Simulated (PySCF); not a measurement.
Input file:

```
{"job": {"kind": "uv", "xc": "wB97X-D", "basis": "def2-SVPD", "ip": true}, "charge": 0, "multiplicity": 1}
C      3.480014    -0.327094    -0.220585
O      2.536322    -0.593983    -1.219125
Si     0.924807    -0.860356    -0.968680
O      0.298005     0.585865    -0.336992
C     -0.873251     1.175790    -0.723154
S     -2.285609     0.146650    -0.222841
C     -2.256278     0.183354     1.557892
O     -1.913299    -1.213943    -0.633128
O     -3.513808     0.772175    -0.700674
H      4.488185    -0.386132    -0.658065
H      3.348425     0.684168     0.203197
H      3.426293    -1.056293     0.609708
H      0.343576    -1.128339    -2.301419
H      0.769047    -1.923771     0.057402
H     -1.019851     1.257536    -1.817923
H     -0.998658     2.170939    -0.267408
H     -1.247688    -0.090058     1.893176
H     -2.549678     1.181414     1.905891
H     -2.987003    -0.571088     1.878596
```

Command:

```sh
OMP_NUM_THREADS=1 python probes_run.py task.json out
```

Geometry: PBE0-D3(BJ)/def2-SVP.

Theory: wB97X-D/def2-SVPD, SCF density, gas phase in PySCF.

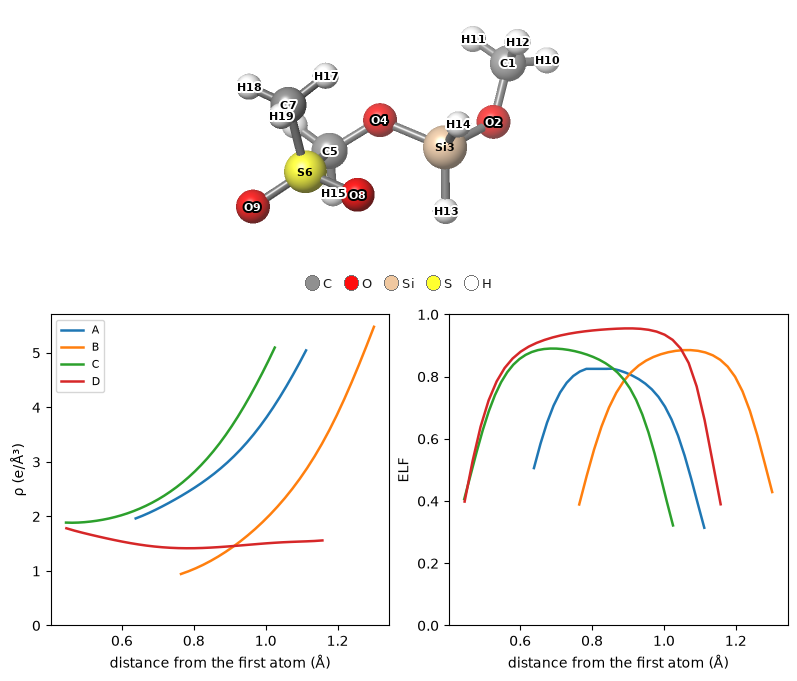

C₃H₁₀O₄SSi (SMILES CO[SiH2]OCS(C)(=O)=O). Total electron density and electron localisation function along straight lines between neighbouring atoms. The curves leave out the atomic cores. The structure is drawn too.

### Which curve belongs to which contact (C–O, C–S, Si–O and S–O)? The first atom named is at distance zero.

Curve A: S–O (1.46 Å): ρ at the midpoint is about 2.2 e/Å³; the ELF peaks at about 0.85 between the atoms (a short, strongly polar bond). Curve B: Si–O (1.65 Å): the density is about 1.1 e/Å³ at the midpoint; the ELF peaks at about 0.90 between the atoms (a polar covalent bond). Curve C: C–O (1.37 Å): ρ at the midpoint is about 2.3 e/Å³, with its minimum of 1.9 e/Å³ about 0.5 Å from C; the ELF peaks at about 0.90 between the atoms; a polar covalent bond. Curve D: C–S (1.78 Å): the density is about 1.4 e/Å³ at the midpoint; the ELF peaks at about 0.95 between the atoms (a covalent bond).
